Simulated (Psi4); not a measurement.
# InH2O (SMILES [OH][InH]): UMP2/def2-SVPD (density fitting, core potential, density fitting for correlation, sweep point 4)

We compute a single-point energy of InH2O. 

The calculation is run with Psi4 1.11.

7 further runs of the same task are left out: 1 that didn't finish, 6 set aside as unsound or not needed.

### Step 1. The system as given

The species is InH2O (4 atoms), meant as a doublet with charge 0. SMILES: `[OH][InH]`. The shape is that of a PBE0-D4/def2-TZVP optimisation.

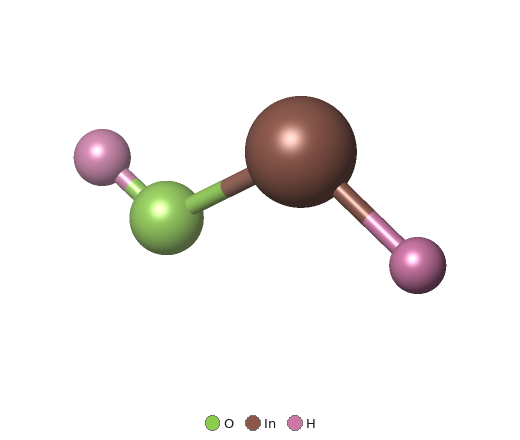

Viewed from a chosen angle; oxygen green, indium brown, hydrogen pink.

### Step 2. The energy at UMP2/def2-SVPD (density fitting, core potential, density fitting for correlation, sweep point 4)

h2ino.in

```
memory 1.6 GB

molecule system {
  0 2
  O     -0.298400    -1.020600     0.295000
  In     0.563900     0.746600    -0.088500
  H      0.236800    -1.629400     0.809100
  H     -0.446700     1.843000    -1.036000
  symmetry c1
}

set basis def2-SVPD
set reference uhf
set scf_type df
set num_frozen_docc 5
set scf_initial_accelerator ediis

energy_value = energy('mp2')
```

Run with:

```
$ psi4 -n 1 h2ino.in h2ino.out
```

Q: Predict the results. Wanted: total energy; HOMO energy; LUMO energy; correlation energy; ⟨S²⟩ of the reference determinant.

Computed results:

At UMP2/def2-SVPD (density fitting, core potential, density fitting for correlation, sweep point 4), 5 core orbitals frozen:

```
                                                  quantity          value
                                              total energy  -265.44921 Eh
HOMO energy (Hartree–Fock orbitals) (highest over α and β)       -8.46 eV
 LUMO energy (Hartree–Fock orbitals) (lowest over α and β)        0.12 eV
               correlation energy (5 core orbitals frozen)     -287.4 mEh
                         ⟨S²⟩ of the reference determinant          0.766
```
